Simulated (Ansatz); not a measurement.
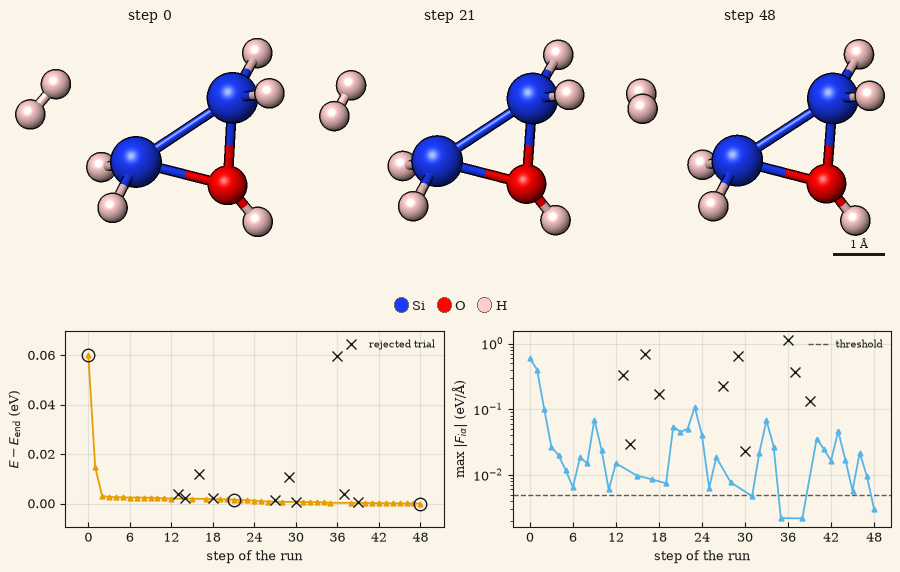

Frames of a relaxation of Si2H7O (charge +1), marked on the history of the run. The picture is a ball-and-stick view, seen at a tilt.

It is one of the separated reactants of a reaction.

Level of theory: RKS PBE0-D4/def2-TZVP (Ansatz 0.2.0).

Input
```yaml
crystal:
  periodic: [false, false, false]
  atoms:
    - {symbol: Si, position_ang: [-1.021925, 0.592345, -0.246974]}
    - {symbol: O, position_ang: [-0.581902, -1.082768, -0.758434]}
    - {symbol: Si, position_ang: [0.621428, -0.726063, 0.645752]}
    - {symbol: H, position_ang: [-0.738288, 1.565208, -1.342046]}
    - {symbol: H, position_ang: [1.964745, 0.125516, 2.368991]}
    - {symbol: H, position_ang: [-2.394271, 0.617247, 0.337929]}
    - {symbol: H, position_ang: [-0.872090, -1.769414, -1.398407]}
    - {symbol: H, position_ang: [1.980147, -0.768920, 0.034515]}
    - {symbol: H, position_ang: [1.393497, 0.646483, 2.280237]}
    - {symbol: H, position_ang: [0.299355, -1.716406, 1.711680]}
basis:
  gaussian: {orbitals: def2-TZVP}
total_charge: 1
hamiltonian: {xc: pbe0, dispersion: d4}
relax: {f_tol: 0.005, max_steps: 200}
```

Run as
```bash
ansatz run in.yaml --threads 2 --pin off --events-out ev --progress --plain --max-ram 4352MiB
```

Question: What happens along the run?

Answer: The atom that moves furthest after the best rigid fit is H9 (0.50 Å). Largest moves by element: H 0.50 Å, O 0.04 Å, Si 0.04 Å. Among the contacts that change: O2–Si3 1.883 → 1.835 Å, Si1–O2 1.806 → 1.770 Å, Si1–Si3 2.288 → 2.254 Å, H5–H9 0.778 → 0.758 Å. The energy falls by 0.060 eV in 38 accepted moves (48 points after the start). Largest force component: 0.59 eV/Å at the start, 0.003 eV/Å at the end. The line search rejected the trial steps at points 13, 14, 16, 18, 27, 29, 30, 36 and more of the run. The forces were under the threshold at step 31, but the run went on from there. From step 0 to 21: H9 moves most (0.20 Å), energy −0.059 eV. From step 21 to 48: H9 moves most (0.32 Å), energy −0.002 eV.

Limits of the set-up: the start holds two separate molecules, 2.3 Å apart at their closest, whose relative position is a soft coordinate.
